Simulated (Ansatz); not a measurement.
The calculation's input:

```
crystal:
  periodic: [false, false, false]
  atoms:
    - {symbol: Na, position_ang: [0.609542, -1.828127, 2.970452]}
    - {symbol: O, position_ang: [1.073523, 1.952301, 1.186592]}
    - {symbol: S, position_ang: [-0.967504, 0.127750, 2.741377]}
    - {symbol: Si, position_ang: [0.219854, 0.515599, 1.083902]}
    - {symbol: H, position_ang: [0.935563, 2.374046, 2.041585]}
    - {symbol: H, position_ang: [-0.457844, 0.517777, -0.247670]}
    - {symbol: H, position_ang: [1.269086, -0.604994, 0.951868]}
basis:
  gaussian:
    orbitals: def2-TZVPD
output: {forces: true, orbitals: {seedname: orbitals}}
hamiltonian:
  xc: pbe0
```

Launched as:

```sh
ansatz run input.yaml --threads 2 --pin off --max-ram 4350MiB --events-out events.jsonl --progress --plain --runs-dir runs
```

Geometry: PBE0-D3(BJ)/def2-SVP.

These are results of isolated molecule in a Gaussian basis; Kohn-Sham density functional theory, functional PBE0 in Ansatz, not measurements.

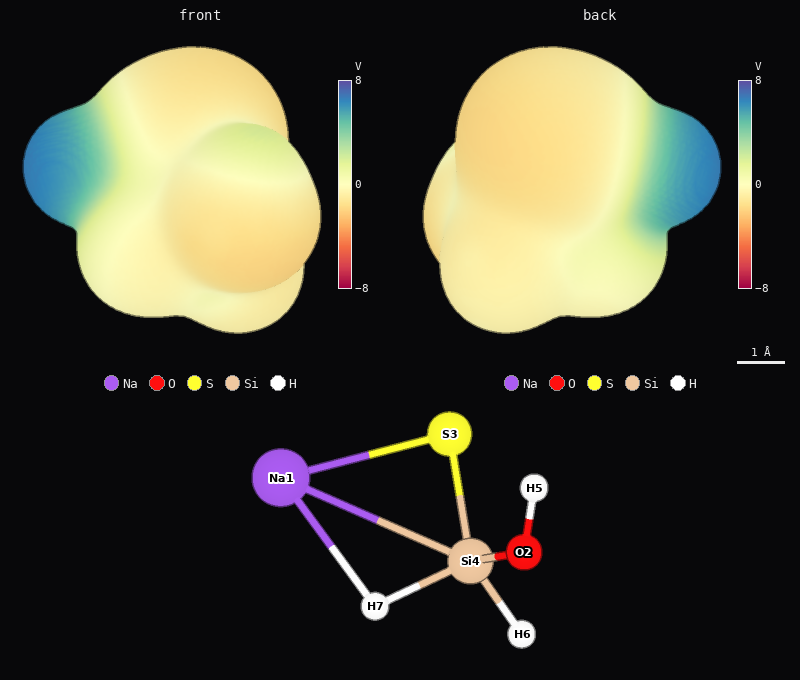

H3NaOSSi. The molecular electrostatic potential painted on the density surface at 0.002 e/bohr³, seen from the front and from behind; the colour scale runs from red (negative) to blue (positive). The bare structure is drawn below in the same view.

> Where is the surface potential most negative and most positive?

The most negative region (about −1.9 V) lies over O2, the most positive (about +6.6 V) over Na1. O2 is the likeliest acceptor of a hydrogen bond.

> What dipole moment does the calculation give?

Its dipole moment is 8.20 D.
